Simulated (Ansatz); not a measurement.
# One shape, several levels: BH2Br (SMILES BBr)

We compute a comparison of 6 runs (BLYP/STO-3G, PBE/STO-3G, UPBE/STO-3G, r2SCAN0/STO-3G, UMP2/STO-3G, BCCD(T)/STO-3G) of BH2Br. 

Program for the calculation: Ansatz 0.2.0.

61 further runs of the same task are left out: 2 that didn't finish, 59 set aside as unsound or not needed.

### Step 1. The structure to begin with

BH2Br has 4 atoms, charge 0, and is taken as a singlet. SMILES: `BBr`. The H3–B1 distance was set to 1.486 Å, away from the relaxed value.

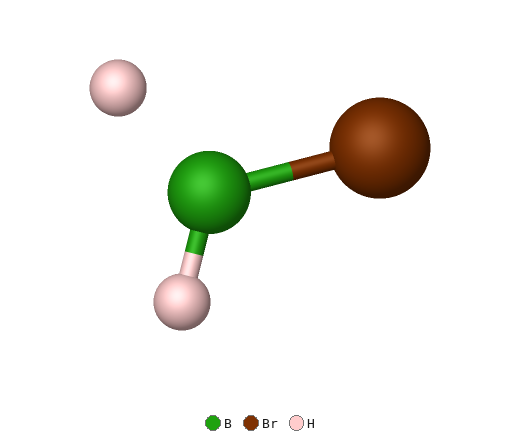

Viewed from a chosen angle; boron green, bromine brown, hydrogen pink.

### Step 2. The energy at BLYP/STO-3G (run 1)

Contents of in.yaml:

```yaml
crystal:
  periodic: [false, false, false]
  atoms:
    - symbol: B
      position_ang: [0.085439, 0.185584, -0.169054]
    - symbol: Br
      position_ang: [1.709439, -0.202816, 0.718646]
    - symbol: H
      position_ang: [-1.111200, -0.617300, 0.191700]
    - symbol: H
      position_ang: [0.089839, 1.055984, -0.978054]
basis:
  gaussian: {orbitals: STO-3G}
hamiltonian: {xc: {name: BLYP}}
accuracy: high
```

Launch:

```
$ ansatz run in.yaml --threads 1 --pin off --max-ram 2610MiB --events-out events.jsonl --progress --plain --runs-dir runs
```

Standard output:

```text
Warning: RAYON_NUM_THREADS=1 ignored (pool sized by the plan → 1); use --threads N
Functional definition: BLYP
  name "BLYP"
  parameter beta = 0.0042
  parameter a = 0.04918
  parameter b = 0.132
  parameter c = 0.2533
  parameter d = 0.349
  exchange = b88_x(beta = beta)
  correlation = lyp_c(a = a, b = b, c = c, d = d)
343 factors; integrals over basis functions are off by at most 1.7e-8 eV
mean field evaluation 1: about -69975.7096 eV, gradient 1.2e1 eV
mean field evaluation 2: about -69974.2929 eV, gradient 2.3e1 eV
mean field evaluation 4: about -69976.2447 eV, gradient 4.1e-1 eV
mean field evaluation 8: about -69976.1820 eV, gradient 9.5e-4 eV
mean field -69976.18204362 eV, -2571.5772585432 hartree, gradient 5.1e-8 eV, S^2 0.000000; 0 other end points of the search recorded, 0 dependent functions left out
reference -69976.18207670 eV, -2571.5772597588 hartree; 21, 21 occupied and 4, 4 virtual orbitals, 343 factors
Total energy: -69976.18207670 eV, -2571.5772597588 hartree
```

Wall time 0.93 s (1 thread of Arm Neoverse V2, shared host); peak memory 0.089 GiB.

### Step 3. A single-point energy at PBE/STO-3G (run 2)

Contents of in.yaml:

```yaml
crystal:
  periodic: [false, false, false]
  atoms:
    - {symbol: B, position_ang: [0.085439, 0.185584, -0.169054]}
    - {symbol: Br, position_ang: [1.709439, -0.202816, 0.718646]}
    - {symbol: H, position_ang: [-1.111200, -0.617300, 0.191700]}
    - {symbol: H, position_ang: [0.089839, 1.055984, -0.978054]}
basis:
  gaussian:
    orbitals: STO-3G
hamiltonian:
  xc: pbe
accuracy: high
```

Launch:

```
$ ansatz run in.yaml --threads 1 --pin off --max-ram 2610MiB --events-out events.jsonl --progress --plain --runs-dir runs
```

Standard output:

```text
Warning: RAYON_NUM_THREADS=1 ignored (pool sized by the plan → 1); use --threads N
Functional definition: PBE
  name "PBE"
  parameter kappa = 0.804
  parameter beta = 0.06672455060314922
  exchange = pbe_x(kappa = kappa, mu = beta*pi^2/3)
  correlation = pbe_c(beta = beta)
343 factors; integrals over basis functions are off by at most 1.7e-8 eV
mean field evaluation 1: about -69966.3912 eV, gradient 1.1e1 eV
mean field evaluation 2: about -69965.0811 eV, gradient 2.2e1 eV
mean field evaluation 4: about -69966.8769 eV, gradient 4.0e-1 eV
mean field evaluation 8: about -69966.8124 eV, gradient 9.7e-4 eV
mean field -69966.81235307 eV, -2571.2329287666 hartree, gradient 5.5e-8 eV, S^2 0.000000; 0 other end points of the search recorded, 0 dependent functions left out
reference -69966.81235463 eV, -2571.2329288238 hartree; 21, 21 occupied and 4, 4 virtual orbitals, 343 factors
Total energy: -69966.81235463 eV, -2571.2329288238 hartree
```

Wall time 0.93 s (1 thread of Arm Neoverse V2, shared host).

### Step 4. A single-point energy at UPBE/STO-3G (run 3)

Contents of in.yaml:

```yaml
crystal:
  periodic: [false, false, false]
  atoms:
    - symbol: B
      position_ang: [0.085439, 0.185584, -0.169054]
    - symbol: Br
      position_ang: [1.709439, -0.202816, 0.718646]
    - symbol: H
      position_ang: [-1.111200, -0.617300, 0.191700]
    - symbol: H
      position_ang: [0.089839, 1.055984, -0.978054]
basis:
  gaussian:
    orbitals: STO-3G
total_charge: 0
magnetization:
  spin_polarized: true
  initial_magnetization: 0
hamiltonian:
  xc: pbe
accuracy: high
```

Launch:

```
$ ansatz run in.yaml --threads 1 --pin off --max-ram 2610MiB --events-out events.jsonl --progress --plain --runs-dir runs
```

Standard output (excerpt; [...] marks lines left out):

```text
Warning: RAYON_NUM_THREADS=1 ignored (pool sized by the plan → 1); use --threads N
[... 6 set-up lines as earlier in the session ...]
343 factors; integrals over basis functions are off by at most 1.7e-8 eV
mean field evaluation 1: about -69966.3912 eV, gradient 8.1e0 eV
mean field evaluation 2: about -69965.0811 eV, gradient 1.6e1 eV
mean field evaluation 4: about -69966.8769 eV, gradient 2.8e-1 eV
mean field evaluation 8: about -69966.8124 eV, gradient 4.5e-3 eV
mean field -69966.81235307 eV, -2571.2329287666 hartree, gradient 2.6e-8 eV, S^2 0.000000; 0 other end points of the search recorded, 0 dependent functions left out
reference -69966.81235463 eV, -2571.2329288238 hartree; 21, 21 occupied and 4, 4 virtual orbitals, 343 factors
Total energy: -69966.81235463 eV, -2571.2329288238 hartree
```

It took 1.7 s on 1 thread of Arm Neoverse V2, shared host; peak memory 0.12 GiB.

Runs 4 to 5 aren't shown in full; the table further down has their settings and results.

### Step 5. The energy at BCCD(T)/STO-3G (run 6)

Contents of molecule.yaml:

```yaml
crystal:
  periodic: [false, false, false]
  atoms:
    - symbol: B
      position_ang: [0.085439, 0.185584, -0.169054]
    - symbol: Br
      position_ang: [1.709439, -0.202816, 0.718646]
    - symbol: H
      position_ang: [-1.111200, -0.617300, 0.191700]
    - symbol: H
      position_ang: [0.089839, 1.055984, -0.978054]
basis:
  gaussian: {orbitals: STO-3G}
total_charge: 0
correlation: {method: bccd_t, frozen_orbitals: {B: 1, Br: 9, H: 0}}
accuracy: high
scf: {omitted_lower_state_checks: [cluster_reference, increment]}
```

Launch:

```
$ ansatz run molecule.yaml --threads 1 --pin off --max-ram 2610MiB --events-out events.jsonl --progress --plain --runs-dir runs
```

Standard output (excerpt; [...] marks lines left out):

```text
Warning: RAYON_NUM_THREADS=1 ignored (pool sized by the plan → 1); use --threads N
Functional definition: HF
  name "HF"
[...]
343 factors; integrals over basis functions are off by at most 1.7e-8 eV
[...]
mean field -69937.87195780 eV, -2570.1693888567 hartree, gradient 9.8e-8 eV, S^2 0.000000; 0 other end points of the search recorded, 0 dependent functions left out
10 core orbitals not correlated: weight in the atoms' cores, before any rotation towards them, 1.000 or more for the frozen orbitals, at most 0.000 for the correlated occupied ones
reference -69937.87195780 eV, -2570.1693888567 hartree; 11, 11 occupied and 4, 4 virtual orbitals, 343 factors
second order -1.45639719 eV of doubles, -0.00000000 eV of singles
cycle   1  -1.78008949 eV  change   -3.2e-1 eV  update   6.8e-2
[...]
cycle  19  -1.99312315 eV  change    1.5e-9 eV  update  9.2e-10
perturbative correction -0.06606330 eV, -0.0024277816 hartree
Total energy: -69939.93114425 eV, -2570.2450625632 hartree
Checks for a lower state left out: cluster_reference, increment
```

It took 0.24 s on 1 thread of Arm Neoverse V2, shared host.

### Step 6. All runs side by side

```
run           level  frozen core orbitals   energy (Eh)  wall time
  1     BLYP/STO-3G                     –  -2571.577260     0.93 s
  2      PBE/STO-3G                     –  -2571.232929     0.93 s
  3     UPBE/STO-3G                     –  -2571.232929      1.7 s
  4  r2SCAN0/STO-3G                     –  -2571.857546      2.3 s
  5     UMP2/STO-3G                    10  -2570.222910     0.18 s
  6  BCCD(T)/STO-3G                    10  -2570.245063     0.24 s
```

### Step 7. What came out

```
                                           quantity           value
                                run 6: total energy  -2570.24506 Eh
run 6: correlation energy (10 core orbitals frozen)       -75.7 mEh
                              run 6: (T) correction       -2.43 mEh
```

In words: Totals of different functionals can't be ranked against each other. In runs 1, 2, 3, 4, 5, 6 the basis is minimal, so the values are rough. All runs together took 6.2 s, the longest 2.3 s.
